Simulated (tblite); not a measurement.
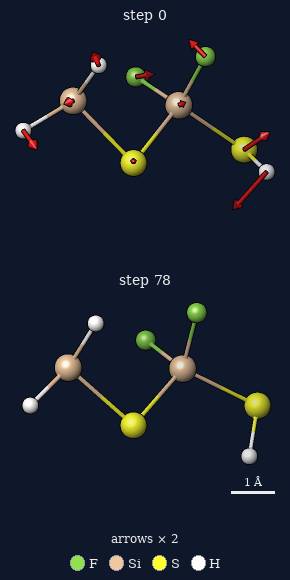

The structure of Si2H3S2F2 (multiplicity 2) before (top) and after (bottom) a relaxation, at one scale. The red arrows give the displacements, magnified 2 times.

The picture is a ball-and-stick view, seen at a tilt.

Level of theory: tblite, GFN2-xTB geometry optimisation, gas phase. 

Question: Describe what moved and what it gained.

Answer: Over 78 geometry steps the energy falls by 4.40 kcal/mol. The largest move after the best rigid fit is that of an H atom, 0.68 Å. By element the largest moves are H 0.68 Å, S 0.47 Å, F 0.30 Å, Si 0.16 Å. Among the contacts that change: S–Si 2.126 → 2.175 Å, H–Si 1.490 → 1.451 Å, F–Si 1.615 → 1.598 Å, S–Si 2.123 → 2.117 Å. Bond angles that change, for instance: F–Si–F 109.0° → 98.4°, H–Si–H 107.7° → 117.2°, Si–S–Si 92.9° → 99.7°. Groups turn about S–Si by about 55°. Cost: 0.56 s on 1 thread of Arm Neoverse V1, on a shared host.
